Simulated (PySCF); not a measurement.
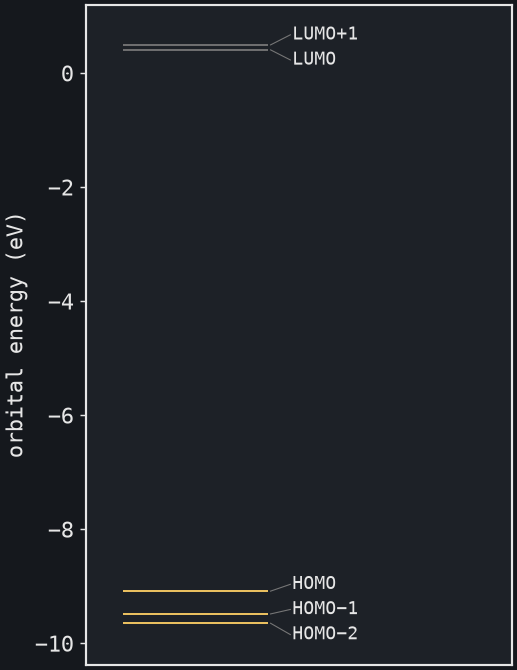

Kohn-Sham orbital energies near the frontier, PBE0/def2-SVPD in PySCF 2.14.0, at a GFN2-xTB geometry (no frequency check), isolated molecule; empty levels in grey, levels within 0.03 eV side by side.

**Which molecule has this level scheme?**
A. GeH₂BrF, SMILES [F][GeH2][Br], singlet
B. C₆H₈SSi, SMILES S[SiH2]c1ccccc1
C. C₄H₆F₂O₄, SMILES COC(=O)OCOC(F)F

C. HOMO −9.08 eV, LUMO 0.41 eV, separation 9.49 eV.

Note: the tight-binding geometry is rougher than a DFT one and adds to the error; one conformer of a flexible molecule; empty levels above zero depend strongly on the basis.
